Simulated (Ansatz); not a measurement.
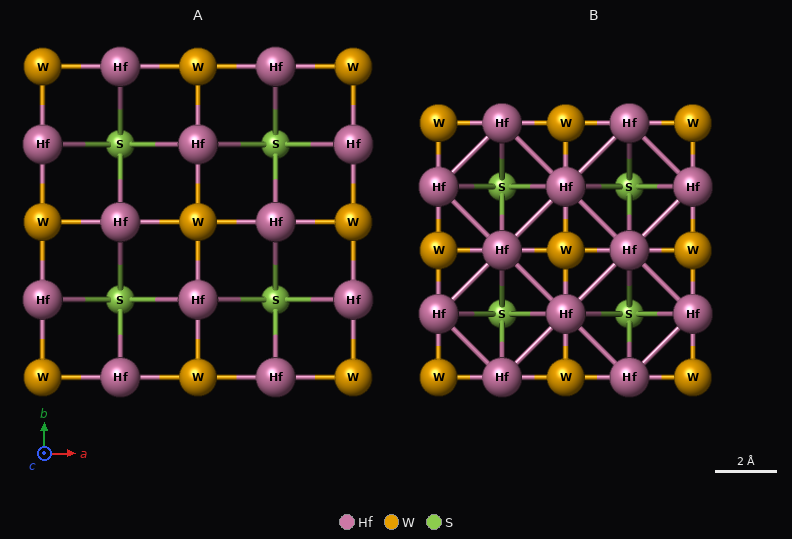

Two geometries of solid Hf$_{2}$WS$_{2}$ (a generated structure, set up in P4/mmm) (coarse preliminary run), drawn at one scale. One is the start of a relaxation, the other its converged end. Style: ball-and-stick. Shown: the cell of the calculation, repeated 2 × 2 × 1 with one cell outlined, along the c axis.

These are results of Ansatz 0.2.0, DFT PBE, scalar-relativistic, plane waves, PAW, not measurements. Set-up: plane-wave cutoff 420 eV; k-point mesh 4 × 4 × 4; occupations gaussian; smearing width 0.1 eV; no spin polarisation; cell and atoms relaxed; force threshold 0.04 eV/Å; at most 70 steps.

**Which geometry has the lower energy?**

Structure A is the relaxed one. The energy falls by 11.093 eV per cell of the calculation in 9 accepted moves (11 points after the start). All forces vanish by symmetry, so only the cell relaxes. Pressure: 46.66 GPa at the start and 0.02 GPa at the end. At 2 points the geometry stayed and the basis and grid were re-selected for the new cell (energy shift of 0.121 eV per cell of the calculation at most each time). The atoms keep their places relative to the cell (all moves are under 0.005 Å). Cell: a = b 4.230 → 5.170 Å (+22.2 %), c 5.604 → 4.410 Å (−21.3 %). Volume +17.5 %. Some distances before and after: Hf–Hf 2.991 → 3.656 Å, S–W 2.802 → 2.205 Å, Hf–W 2.115 → 2.585 Å, Hf–S 3.511 → 3.398 Å. The space group stays P4/mmm (No. 123). Cost: 67 s on 1 thread of AMD EPYC 7R43 64-Core Processor (Zen 3), on a shared host, peak memory 0.5 GiB.

Limits of the set-up: the k-point mesh is coarse for a cell with partly filled bands.
